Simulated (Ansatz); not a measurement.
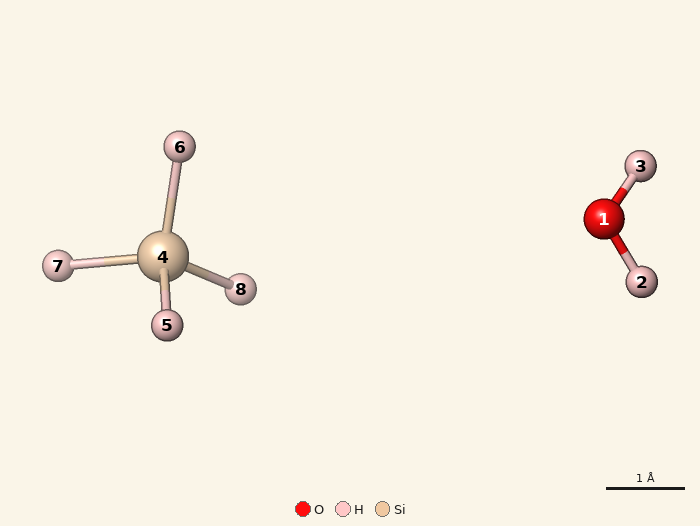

Source: calculation with Ansatz.

Orthographic view. Depth is shown by fading: the farther an atom, the more it takes the colour of the background. Geometry: a pair of rigid molecules at a changed separation.

List the bonded neighbours of every atom.

O1: H2, H3
H2: O1
H3: O1
Si4: H5, H6, H7, H8
H5: Si4
H6: Si4
H7: Si4
H8: Si4
